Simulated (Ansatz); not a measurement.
# SiH3OF (SMILES O[SiH2]F) at r2SCAN/STO-3G

Aim: the electronic atomisation energy of SiH3OF at r2SCAN/STO-3G, from 5 runs. 

The results are computed with Ansatz 0.2.0.

71 further runs of the same task are left out: 10 that didn't finish, 61 set aside as unsound or not needed.

**1. The structure to begin with**

SiH3OF: 6 atoms, total charge 0, spin state singlet. As SMILES, `O[SiH2]F`. Geometry: relaxed at PBE0-D4/def2-TZVP. This is one conformer, not always the lowest.

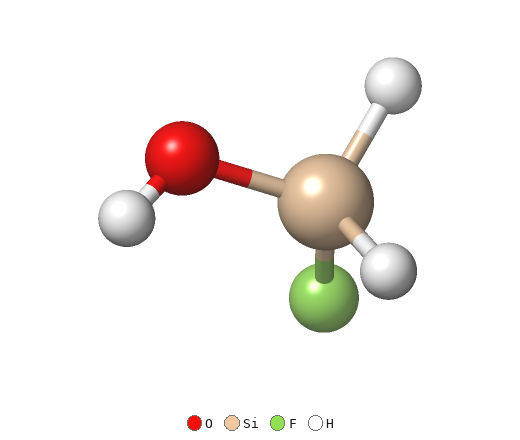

The structure, seen from a chosen angle (oxygen red, silicon light orange, fluorine green, hydrogen white).

**2. A single-point energy at r2SCAN/STO-3G**

File input.yaml:

```yaml
crystal:
  periodic: [false, false, false]
  atoms:
    - {symbol: O, position_ang: [-0.853500, -0.209200, -0.924100]}
    - {symbol: Si, position_ang: [0.378300, -0.009300, 0.123900]}
    - {symbol: F, position_ang: [0.180800, -0.922800, 1.417800]}
    - {symbol: H, position_ang: [-1.714200, 0.150200, -0.705600]}
    - {symbol: H, position_ang: [1.595600, -0.458500, -0.575800]}
    - {symbol: H, position_ang: [0.455100, 1.385600, 0.617600]}
basis:
  gaussian: {orbitals: STO-3G}
total_charge: 0
accuracy: high
hamiltonian: {xc: {name: r2SCAN}}
```

Launch:

```bash
$ ansatz run input.yaml --threads 1 --pin off --max-ram 2610MiB --events-out events.jsonl --progress --plain --runs-dir runs
```

Output:

```text
Warning: RAYON_NUM_THREADS=1 ignored (pool sized by the plan → 1); use --threads N
Functional definition: r2SCAN
  name "r2SCAN"
  parameter k0 = 0.174
  parameter k1 = 0.065
  parameter a1 = 4.9479
  exchange = r2scan_x(k0 = k0, k1 = k1, a1 = a1)
  correlation = r2scan_c
413 factors; integrals over basis functions are off by at most 3.1e-8 eV
mean field evaluation 1: about -12526.9358 eV, gradient 2.5e1 eV
mean field evaluation 2: about -12526.7141 eV, gradient 2.7e1 eV
mean field evaluation 4: about -12529.0284 eV, gradient 8.6e-1 eV
mean field evaluation 8: about -12528.9752 eV, gradient 3.4e-3 eV
mean field evaluation 16: about -12528.9752 eV, gradient 3.2e-8 eV
mean field -12528.97520905 eV, -460.4313464882 hartree, gradient 3.2e-8 eV, S^2 0.000000; 0 other end points of the search recorded, 0 dependent functions left out
reference -12528.97520943 eV, -460.4313465021 hartree; 17, 17 occupied and 5, 5 virtual orbitals, 413 factors
Total energy: -12528.97520943 eV, -460.4313465021 hartree
```

Wall time 3.3 s (1 thread of Arm Neoverse V1, shared host); peak memory 0.15 GiB.

**3. The F atom**

File input.yaml:

```yaml
crystal:
  periodic: [false, false, false]
  atoms:
    - {symbol: F, position_ang: [0.000000, 0.000000, 0.000000]}
basis:
  gaussian: {orbitals: STO-3G}
magnetization: {spin_polarized: true, initial_magnetization: 1}
hamiltonian: {xc: {name: r2SCAN}}
accuracy: high
```

Run the same way, it converges to -98.25342 Eh (log not shown).

**4. The H atom**

File input.yaml:

```yaml
crystal:
  periodic: [false, false, false]
  atoms:
    - {symbol: H, position_ang: [0.000000, 0.000000, 0.000000]}
basis:
  gaussian:
    orbitals: STO-3G
accuracy: high
magnetization:
  spin_polarized: true
  initial_magnetization: 1
hamiltonian:
  xc: {name: r2SCAN}
```

Run the same way, it converges to -0.46646 Eh (log not shown).

**5. The O atom**

File in.yaml:

```yaml
crystal:
  periodic: [false, false, false]
  atoms:
    - {symbol: O, position_ang: [0.000000, 0.000000, 0.000000]}
basis:
  gaussian: {orbitals: STO-3G}
magnetization: {spin_polarized: true, initial_magnetization: 2}
hamiltonian: {xc: {name: r2SCAN}}
accuracy: high
```

Run the same way, it converges to -74.01525 Eh (log not shown).

**6. The Si atom at the same level**

File in.yaml:

```yaml
crystal:
  periodic: [false, false, false]
  atoms:
    - symbol: Si
      position_ang: [0.000000, 0.000000, 0.000000]
basis:
  gaussian: {orbitals: STO-3G}
accuracy: high
hamiltonian: {xc: r2scan}
magnetization: {spin_polarized: true, initial_magnetization: 2}
```

Run the same way, it converges to -285.91246 Eh (log not shown).

**7. Summary of results**

At r2SCAN/STO-3G:

```
                     quantity          value
       molecule: total energy  -460.43135 Eh
         F atom: total energy   -98.25342 Eh
                 F atom: ⟨S²⟩          0.750
         H atom: total energy    -0.46646 Eh
                 H atom: ⟨S²⟩          0.750
         O atom: total energy   -74.01525 Eh
                 O atom: ⟨S²⟩          2.000
        Si atom: total energy  -285.91246 Eh
                Si atom: ⟨S²⟩          2.000
electronic atomisation energy      23.152 eV
```

In words: Taking the molecule apart into free atoms costs 23.15 eV (534 kcal/mol), before zero-point energy and without spin-orbit coupling. In a minimal basis such a difference can be off by several eV, whatever the method.
